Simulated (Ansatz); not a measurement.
# AlF3 (SMILES [F][Al]([F])[F]): PBE/STO-3G

Aim: the energy change on altering one bond length of AlF3 at PBE/STO-3G, from 2 runs. 

Program for the calculation: Ansatz 0.2.0.

38 further runs of the same task are left out: 6 that didn't finish, 32 set aside as unsound or not needed.

## Step 1: Starting point

AlF3: 4 atoms, total charge 0, spin state singlet. SMILES: `[F][Al]([F])[F]`. The shape comes from GFN2-xTB, which is rough for such elements, and wasn't checked as a minimum.

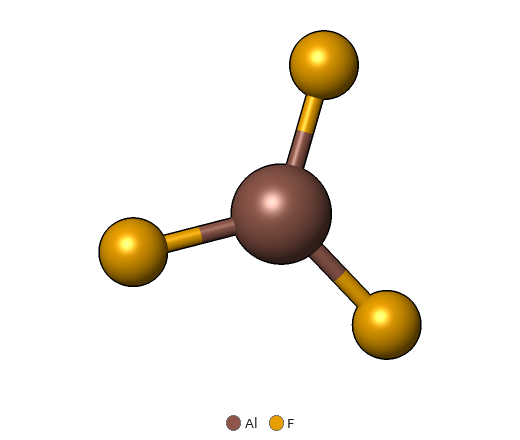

Viewed from a chosen angle; aluminium brown, fluorine amber.

## Step 2: A single-point energy at PBE/STO-3G

File run.yaml:

```yaml
crystal:
  periodic: [false, false, false]
  atoms:
    - {symbol: Al, position_ang: [-0.000200, -0.000290, -0.001260]}
    - {symbol: F, position_ang: [1.630840, -0.027090, 0.013490]}
    - {symbol: F, position_ang: [-0.791540, 1.425990, -0.016640]}
    - {symbol: F, position_ang: [-0.839100, -1.398610, 0.004400]}
basis:
  gaussian: {orbitals: STO-3G}
hamiltonian: {xc: {name: PBE}}
accuracy: high
```

On the command line:

```console
$ ansatz run run.yaml --threads 1 --pin off --max-ram 2610MiB --events-out events.jsonl --progress --plain --runs-dir runs
```

What it wrote:

```text
Warning: RAYON_NUM_THREADS=1 ignored (pool sized by the plan → 1); use --threads N
Functional definition: PBE
  name "PBE"
  parameter kappa = 0.804
  parameter beta = 0.06672455060314922
  exchange = pbe_x(kappa = kappa, mu = beta*pi^2/3)
  correlation = pbe_c(beta = beta)
448 factors; integrals over basis functions are off by at most 4.3e-8 eV
mean field evaluation 1: about -14537.2243 eV, gradient 2.9e1 eV
mean field evaluation 2: about -14532.0925 eV, gradient 5.0e1 eV
mean field evaluation 4: about -14540.4914 eV, gradient 2.8e-1 eV
mean field evaluation 8: about -14540.4655 eV, gradient 6.8e-3 eV
mean field evaluation 16: about -14540.4655 eV, gradient 4.2e-8 eV
mean field -14540.46553075 eV, -534.3522523735 hartree, gradient 4.2e-8 eV, S^2 0.000000; 0 other end points of the search recorded, 0 dependent functions left out
reference -14540.46553210 eV, -534.3522524232 hartree; 20, 20 occupied and 4, 4 virtual orbitals, 448 factors
Total energy: -14540.46553210 eV, -534.3522524232 hartree
```

Run time: 1.3 s. Hardware: 1 thread of Arm Neoverse V1, shared host; peak memory 0.099 GiB.

## Step 3: The distorted shape, same level

File molecule.yaml:

```yaml
crystal:
  periodic: [false, false, false]
  atoms:
    - symbol: Al
      position_ang: [0.197650, -0.356888, 0.002585]
    - symbol: F
      position_ang: [1.828690, -0.383688, 0.017335]
    - symbol: F
      position_ang: [-0.791540, 1.425990, -0.016640]
    - symbol: F
      position_ang: [-0.641250, -1.755208, 0.008245]
basis:
  gaussian:
    orbitals: STO-3G
hamiltonian:
  xc: {name: PBE}
accuracy: high
```

On the command line:

```console
$ ansatz run molecule.yaml --threads 1 --pin off --max-ram 2610MiB --events-out events.jsonl --progress --plain --runs-dir runs
```

What it wrote, shortened:

```text
Warning: RAYON_NUM_THREADS=1 ignored (pool sized by the plan → 1); use --threads N
[... 6 set-up lines as earlier in the session ...]
432 factors; integrals over basis functions are off by at most 4.3e-8 eV
mean field evaluation 1: about -14534.3605 eV, gradient 3.2e1 eV
mean field evaluation 2: about -14454.4302 eV, gradient 1.5e2 eV
mean field evaluation 4: about -14538.5880 eV, gradient 1.0e1 eV
mean field evaluation 8: about -14538.9613 eV, gradient 1.7e-1 eV
mean field evaluation 16: about -14538.9615 eV, gradient 1.2e-6 eV
mean field -14538.96148622 eV, -534.2969797564 hartree, gradient 6.8e-9 eV, S^2 0.000000; 0 other end points of the search recorded, 0 dependent functions left out
reference -14538.96148755 eV, -534.2969798055 hartree; 20, 20 occupied and 4, 4 virtual orbitals, 432 factors
Total energy: -14538.96148755 eV, -534.2969798055 hartree
```

Run time: 1.3 s. Hardware: 1 thread of Arm Neoverse V1, shared host; peak memory 0.1 GiB.

## Step 4: Summary of results

Level: PBE/STO-3G.

```
                                                          quantity          value
                                         first shape: total energy  -534.35225 Eh
                                     distorted shape: total energy  -534.29698 Eh
energy change with the Al1–F3 bond stretched from 1.631 to 2.039 Å       1.504 eV
```

What this shows: With the Al1–F3 bond stretched from 1.631 to 2.039 Å the energy rises by 1.50 eV (35 kcal/mol). The first shape isn't relaxed at this level, so the change isn't measured from a minimum. The minimal basis adds a large error of its own.
